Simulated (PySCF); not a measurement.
**SiF2 (SMILES F[Si]F) at CCSDT/STO-6G**

Aim: the vertical ionisation energy of SiF2 at CCSDT/STO-6G, from 2 runs. The job is set up through a Python script.

The results are computed with PySCF 2.14.0.

8 further runs of the same task are left out: 8 set aside as unsound or not needed.

## Step 1: Starting point

SiF2 has 3 atoms, charge 0, and is taken as a singlet. SMILES: `F[Si]F`. Geometry: relaxed at PBE0-D4/def2-TZVP.

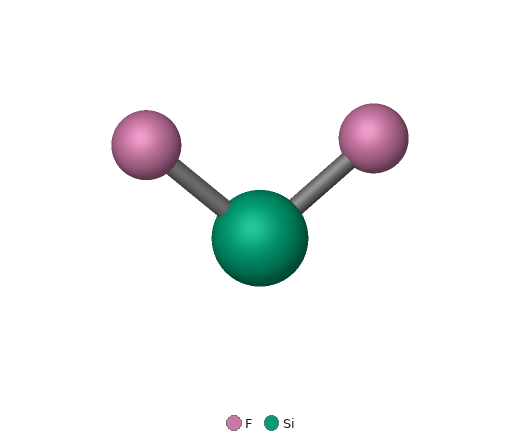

The structure, seen from a chosen angle (fluorine pink, silicon teal).

## Step 2: A single-point energy at CCSDT/STO-6G

Input file input.py:

```python
from pyscf import gto, cc

mol = gto.Mole()
mol.atom = '''
F      0.166300     1.246800     0.229400
Si    -0.594900    -0.046400    -0.330100
F      0.428600    -1.200400     0.100700
'''
mol.spin = 0
mol.charge = 0
mol.verbose = 3
mol.basis = 'sto-6g'
mol.max_memory = 1860
mol.build()

hf = mol.RHF()
hf.conv_tol = 1e-10
hf.kernel()
if not hf.converged:
    hf = hf.newton().run(hf.mo_coeff, hf.mo_occ)

mycc = cc.CCSDT(hf, frozen=7)
mycc.kernel()
e_tot = mycc.e_tot
print('E = %.10f Eh' % e_tot)
```

Command:

```bash
$ OMP_NUM_THREADS=1 python input.py
```

Output:

```text
converged SCF energy = -485.819447721926
_make_eris_incore_RCCSDT

WARN: A large `blksize` is being used, which may cause large memory consumption
      for storing contraction intermediates. If memory is sufficient, consider using
      `pyscf.cc.rccsdt_highm.RCCSDT` instead.

RCCSDT converged
E(RCCSDT) = -485.9080112473052   E_corr = -0.08856352537971188
E_corr(same-spin) = -0.0187924259477014
E_corr(oppo-spin) = -0.0697710994320105
E = -485.9080112473 Eh
```

Wall time 1 s (1 thread of Intel Xeon 6975P-C (Granite Rapids), shared host); peak memory 0.12 GiB.

## Step 3: The doublet cation at the same level

Input file input.py:

```python
from pyscf import gto, cc

molecule = gto.Mole()
molecule.atom = 'F 0.166300 1.246800 0.229400; Si -0.594900 -0.046400 -0.330100; F 0.428600 -1.200400 0.100700'
molecule.max_memory = 1860
molecule.basis = 'sto-6g'
molecule.spin = 1
molecule.verbose = 3
molecule.charge = 1
molecule.build()

mf = molecule.UHF()
mf.conv_tol = 1e-10
mf.kernel()
if not mf.converged:
    mf = mf.newton().run(mf.mo_coeff, mf.mo_occ)

mycc = cc.CCSDT(mf, frozen=7)
mycc.kernel()
energy = mycc.e_tot
print('E = %.10f Eh' % energy)
```

Command:

```bash
$ OMP_NUM_THREADS=1 python input.py
```

Output:

```text
converged SCF energy = -485.573697360624  <S^2> = 0.77946917  2S+1 = 2.0292552
_make_eris_incore_UCCSDT

WARN: A large `blksize_v_aaa` is being used, which may cause large memory consumption
      for storing contraction intermediates. If memory is sufficient, consider using
      `pyscf.cc.uccsdt_highm.UCCSDT` instead.

WARN: A large `blksize_v_aab` is being used, which may cause large memory consumption
      for storing contraction intermediates. If memory is sufficient, consider using
      `pyscf.cc.uccsdt_highm.UCCSDT` instead.

UCCSDT converged
E(UCCSDT) = -485.6867272671898   E_corr = -0.113029906565362
E_corr(same-spin) = -0.0276317338827729
E_corr(oppo-spin) = -0.0853981726825891
E = -485.6867272672 Eh
```

It took 1.5 s on 1 thread of Intel Xeon 6975P-C (Granite Rapids), shared host; peak memory 0.12 GiB.

## Step 4: Results

Level: CCSDT/STO-6G, 7 core orbitals frozen.

```
                                                                  quantity          value
                                                singlet SiF2: total energy  -485.90801 Eh
                        singlet SiF2: dipole moment (Hartree–Fock density)         1.00 D
                         singlet SiF2: HOMO energy (Hartree–Fock orbitals)       -7.00 eV
                         singlet SiF2: LUMO energy (Hartree–Fock orbitals)        6.69 eV
                       singlet SiF2: HOMO–LUMO gap (Hartree–Fock orbitals)       13.69 eV
                 singlet SiF2: correlation energy (7 core orbitals frozen)      -88.6 mEh
                                               singlet SiF2: T1 diagnostic          0.021
                                              doublet cation: total energy  -485.68673 Eh
doublet cation: HOMO energy (Hartree–Fock orbitals) (highest over α and β)      -18.75 eV
 doublet cation: LUMO energy (Hartree–Fock orbitals) (lowest over α and β)       -6.35 eV
               doublet cation: correlation energy (7 core orbitals frozen)     -113.0 mEh
                         doublet cation: ⟨S²⟩ of the reference determinant          0.779
                                             doublet cation: T1 diagnostic          0.033
                        vertical ionisation energy (to the doublet cation)       6.021 eV
```

What this shows: Removing an electron at fixed nuclei costs 6.02 eV (581 kJ/mol). In a minimal basis such a difference can be off by several eV, whatever the method. The T1 diagnostic (singlet SiF2) of 0.021 is above the customary mark for such species, so a single reference may not serve. Mulliken charges (doublet cation) of the mean-field density run from -0.17 on F1 to +1.34 on Si2.
